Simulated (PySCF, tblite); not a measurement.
# C3H8Al2Cl3F: geometry, infrared bands and NMR shifts

Aim: predict the infrared bands and NMR shifts of C3H8Al2Cl3F (`CC[CH2][Al@H-]1[Cl+][Al@-]([F])([Cl])[Cl+]1`).

Programs: tblite 0.8.0 and PySCF 2.14.0, with density-fitted response routines of our own. Each step states its level of theory. These are calculated values for one molecule in the gas phase, unless marked as measured. Atoms count from 0, in the outputs and in this text.

**1. The starting structure**

17 atoms, charge 0, multiplicity 1; geometry from: force field or distance geometry start.

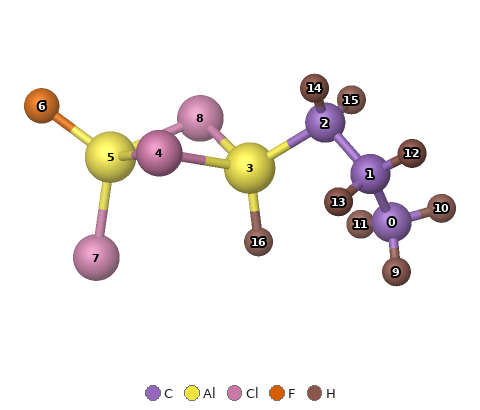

The starting geometry (carbon purple, aluminium yellow, chlorine pink, fluorine orange, hydrogen brown), atoms numbered.

**2. Geometry optimisation with GFN2-xTB**

What the job is given:

```
{"job": {"kind": "relax", "xc": "GFN2-xTB", "basis": "xTB"}, "charge": 0, "multiplicity": 1}
C     -2.247500     0.888200    -0.236400
C     -2.005200    -0.120300     0.848400
C     -0.912200    -1.131800     0.503600
Al     0.738500    -0.098000     0.167400
Cl     2.311200    -0.354400     1.726900
Al     3.746700    -0.175500     0.042200
F      5.227100    -1.171700     0.200200
Cl     4.072200     1.937900    -0.456400
Cl     2.169200    -1.040000    -1.233500
H     -2.491700     1.900900     0.161600
H     -3.160500     0.561900    -0.822300
H     -1.427100     0.979900    -0.932000
H     -2.955700    -0.601500     1.183200
H     -1.556500     0.466800     1.707400
H     -0.841600    -1.856000     1.310000
H     -1.227700    -1.607300    -0.431300
H      0.553900     1.432900    -0.151100
```

Command:

```
OMP_NUM_THREADS=1 python probes_run.py task.json out
```

One launch serves the whole session: the jobs run in the order shown.

**Question.** This job is followed by: GFN2-xTB harmonic vibrations, gas phase; GIAO PBE0/pcSseg-1 NMR shielding, non-relativistic, gas phase. Predict these results of the whole session: strongest single infrared mode (GFN2-xTB); zero-point energy (GFN2-xTB); 13C shifts against TMS (PBE0/pcSseg-1); 1H shifts against TMS (PBE0/pcSseg-1, means over atoms taken as alike); 27Al shifts against AlH4- (PBE0/pcSseg-1); 35Cl shifts against HCl (PBE0/pcSseg-1, means over atoms taken as alike); 19F shifts against CFCl3 (PBE0/pcSseg-1).

**Answer**, as computed:

```
                                                                quantity                       value
                               strongest single infrared mode (GFN2-xTB)        659 cm⁻¹, 360 km/mol
                                            zero-point energy (GFN2-xTB)               66.3 kcal/mol
                                  13C shifts against TMS (PBE0/pcSseg-1)        24.4, 22.1, 19.0 ppm
  1H shifts against TMS (PBE0/pcSseg-1, means over atoms taken as alike)  4.57, 1.71, 1.11, 0.98 ppm
                               27Al shifts against AlH4- (PBE0/pcSseg-1)              75.0, 11.3 ppm
35Cl shifts against HCl (PBE0/pcSseg-1, means over atoms taken as alike)                 70, -17 ppm
                                19F shifts against CFCl3 (PBE0/pcSseg-1)                  -151.7 ppm
```

What this shows: Over 156 steps the energy fell by 0.982 eV; of the close pairs, Al5–Cl7 changed most, 2.196 to 2.019 Å. No mode is imaginary among the 45: a minimum at this level. The strongest single mode, at 659 cm⁻¹, moves mainly H16. GFN2-xTB is a fitted tight-binding method: band positions and strengths are rough. Its intensities can rank the bands wrongly.
